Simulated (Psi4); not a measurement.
# C2HF (fluoroacetylene) at DSD-PBEP86/cc-pVTZ (density fitting for correlation)

What is the vertical ionisation energy of C2HF (fluoroacetylene) at DSD-PBEP86/cc-pVTZ (density fitting for correlation)? 

The calculation is run with Psi4 1.11.

1 further run of the same task is left out (set aside as unsound or not needed).

## Step 1: The system as given

C2HF has 4 atoms, charge 0, and is taken as a singlet. As SMILES, `C#CF`. Geometry: relaxed at PBE0-D4/def2-TZVP.

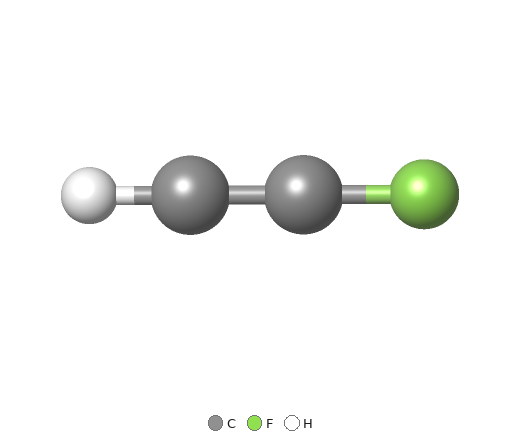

Viewed from a chosen angle; carbon grey, fluorine green, hydrogen white.

## Step 2: The energy at DSD-PBEP86/cc-pVTZ (density fitting for correlation)

Contents of c2hf.xyz:

```xyz
4
C2HF
C     -0.361030     0.453110    -0.290220
C      0.303270    -0.380840     0.243810
F      1.010600    -1.269010     0.812300
H     -0.952830     1.196740    -0.765890
```

Contents of c2hf.py:

```python
import psi4

psi4.set_memory('2200 MB')
psi4.set_num_threads(1)
psi4.core.set_output_file('output.dat', False)

with open('c2hf.xyz') as f:
    atoms = ''.join(f.readlines()[2:])
m = psi4.geometry('0 1\n' + atoms + 'symmetry c1')

psi4.set_options({
    'basis': 'cc-pVTZ',
    'reference': 'rks',
    'puream': True,
    'e_convergence': 1e-09,
    'd_convergence': 1e-08,
    'scf_type': 'pk',
    'dft_radial_points': 99,
    'dft_spherical_points': 590,
    'num_frozen_docc': 3,
})

energy_value = psi4.energy("dsd-pbep86")
print(f'total energy {energy_value:.8f} hartree = {energy_value * 27.211386:.5f} eV')
for k, v in sorted(psi4.core.scalar_variables().items()):
    print(f'{k:45s} {v:18.10f}')
```

Launch:

```console
python c2hf.py
```

output.dat:

```text
[...]
  Running in c1 symmetry.
[...]
  Nuclear repulsion =   55.832094169203366
[...]
  Multiplicity = 1
[...]
  Nalpha       = 11
  Nbeta        = 11
[...]
    Number of basis functions: 104
[...]
   @RKS iter   1:  -175.96459803136867   -5.53268e-01   4.32268e-03 DIIS/ADIIS
[...]
   @RKS iter  10:  -176.05299055494956   -9.18021e-12   6.50899e-09 DIIS
[...]
    Orbital Energies [Eh]
    ---------------------
    Doubly Occupied:
       1A    -25.821270     2A    -10.962905     3A    -10.873092
       4A     -1.576002     5A     -0.960565     6A     -0.791812
       7A     -0.684567     8A     -0.684567     9A     -0.659968
      10A     -0.379162    11A     -0.379162
[...]
  @RKS Final Energy:  -176.05299055494956
   => Energetics <=
    Nuclear Repulsion Energy =             55.8320941692033657
    One-Electron Energy =                -351.8323901868769781
    Two-Electron Energy =                 126.0904678151667895
    DFT Exchange-Correlation Energy =      -6.1431623524427126
    Empirical Dispersion Energy =           0.0000000000000000
    VV10 Nonlocal Energy =                  0.0000000000000000
    Total Energy =                       -176.0529905549495595
[...]
 Multipole Moments:
 ------------------------------------------------------------------------------------
     Multipole            Electronic (a.u.)      Nuclear  (a.u.)        Total (a.u.)
 ------------------------------------------------------------------------------------
 L = 1.  Multiply by 2.5417464519 to convert [e a0] to [Debye]
 Dipole X            :          1.6851361           -1.8442565           -0.1591204
 Dipole Y            :         -2.1160291            2.3160865            0.2000573
 Dipole Z            :          1.3545180           -1.4823992           -0.1278811
 Magnitude           :                                                    0.2858248
[...]
```

The script printed:

```text
total energy -176.34176271 hartree = -4798.50377 eV
CURRENT ENERGY                                   -176.3417627088
CURRENT REFERENCE ENERGY                         -176.0529905549
DD SOLVATION ENERGY                                 0.0000000000
DFT FUNCTIONAL TOTAL ENERGY                      -176.0529905549
DFT TOTAL ENERGY                                 -176.3417627088
DFT VV10 ENERGY                                     0.0000000000
DFT XC ENERGY                                      -6.1431623524
DOUBLE-HYBRID CORRECTION ENERGY                    -0.2887721539
DSD-PBEP86 DOUBLE-HYBRID CORRECTION ENERGY         -0.2887721539
DSD-PBEP86 TOTAL ENERGY                          -176.3417627088
GRID ELECTRONS ALPHA                               10.9999999784
GRID ELECTRONS BETA                                10.9999999784
GRID ELECTRONS TOTAL                               21.9999999567
NUCLEAR REPULSION ENERGY                           55.8320941692
ONE-ELECTRON ENERGY                              -351.8323901869
PCM POLARIZATION ENERGY                             0.0000000000
PE ENERGY                                           0.0000000000
SCF ITERATION ENERGY                             -176.0529905549
SCF ITERATIONS                                     10.0000000000
SCF TOTAL ENERGY                                 -176.0529905549
TWO-ELECTRON ENERGY                               126.0904678152
XC GRID RADIAL POINTS                              99.0000000000
XC GRID SPHERICAL POINTS                          590.0000000000
XC GRID TOTAL POINTS                           224102.0000000000
```

Run time: 21 s. Hardware: 1 thread of Intel Xeon at 2.50GHz (Skylake/Cascade Lake), shared host; peak memory 1 GiB.

## Step 3: The doublet cation, same level

Contents of calc.in:

```
memory 2200 mb

molecule m {
  1 2
  C     -0.361030     0.453110    -0.290220
  C      0.303270    -0.380840     0.243810
  F      1.010600    -1.269010     0.812300
  H     -0.952830     1.196740    -0.765890
  symmetry c1
}

set basis cc-pVTZ
set reference uks
set puream true
set e_convergence 1e-09
set d_convergence 1e-08
set scf_type pk
set dft_radial_points 99
set dft_spherical_points 590
set num_frozen_docc 3
set maxiter 100

energy("dsd-pbep86")
```

Launch:

```console
psi4 -n 1 calc.in calc.out
```

calc.out:

```text
[...]
  Running in c1 symmetry.
[...]
  Nuclear repulsion =   55.832094169203366
[...]
  Multiplicity = 2
[...]
  Nalpha       = 11
  Nbeta        = 10
[...]
    Number of basis functions: 104
[...]
   @UKS iter   1:  -175.60811313457668   -1.96783e-01   3.09275e-03 DIIS/ADIIS
[...]
   @UKS iter  15:  -175.66387704399827   -1.08855e-11   9.75327e-09 DIIS
[...]
   @S^2 Observed:                7.541881391E-01
[...]
    Orbital Energies [Eh]
    ---------------------
    Alpha Occupied:
       1A    -26.137155     2A    -11.351963     3A    -11.263125
       4A     -1.880049     5A     -1.362399     6A     -1.095841
       7A     -0.996059     8A     -0.993629     9A     -0.981675
      10A     -0.774575    11A     -0.732580
    Alpha Virtual:
      12A     -0.188350    13A     -0.159473    14A     -0.133004
      15A     -0.066767    16A      0.015543    17A      0.087809
      18A      0.105160    19A      0.134137    20A      0.202318
      21A      0.217139    22A      0.280123    23A      0.332545
      24A      0.349810    25A      0.351091    26A      0.488674
[...]
  @UKS Final Energy:  -175.66387704399827
   => Energetics <=
    Nuclear Repulsion Energy =             55.8320941692033657
    One-Electron Energy =                -344.5010584627856360
    Two-Electron Energy =                 119.0468784588993572
    DFT Exchange-Correlation Energy =      -6.0417912093153303
    Empirical Dispersion Energy =           0.0000000000000000
    VV10 Nonlocal Energy =                  0.0000000000000000
    Total Energy =                       -175.6638770439982693
[...]
 Multipole Moments:
 ------------------------------------------------------------------------------------
     Multipole            Electronic (a.u.)      Nuclear  (a.u.)        Total (a.u.)
 ------------------------------------------------------------------------------------
 L = 1.  Multiply by 2.5417464519 to convert [e a0] to [Debye]
 Dipole X            :          0.9278408           -1.8442565           -0.9164156
 Dipole Y            :         -1.1652905            2.3160865            1.1507959
 Dipole Z            :          0.7458248           -1.4823992           -0.7365743
 Magnitude           :                                                    1.6452023
[...]
```

Wall time 38 s (1 thread of Intel Xeon at 2.50GHz (Skylake/Cascade Lake), shared host); peak memory 1 GiB.

## Step 4: Summary of results

Level: DSD-PBEP86/cc-pVTZ (density fitting for correlation), 3 core orbitals frozen.

| quantity | value |
| --- | --- |
| singlet C2HF: total energy | -176.34176 Eh |
| singlet C2HF: HOMO energy (SCF part's orbitals) | -10.32 eV |
| singlet C2HF: LUMO energy (SCF part's orbitals) | 3.30 eV |
| singlet C2HF: HOMO–LUMO gap (SCF part's orbitals) | 13.61 eV |
| doublet cation: total energy | -175.92482 Eh |
| doublet cation: HOMO energy (SCF part's orbitals) (highest over α and β) | -19.51 eV |
| doublet cation: LUMO energy (SCF part's orbitals) (lowest over α and β) | -10.90 eV |
| doublet cation: ⟨S²⟩ | 0.754 |
| vertical ionisation energy (to the doublet cation) | 11.346 eV |

In words: Removing an electron at fixed nuclei costs 11.35 eV (262 kcal/mol). −ε(HOMO) before ionisation, 10.32 eV, is 1.03 eV below this ionisation energy.
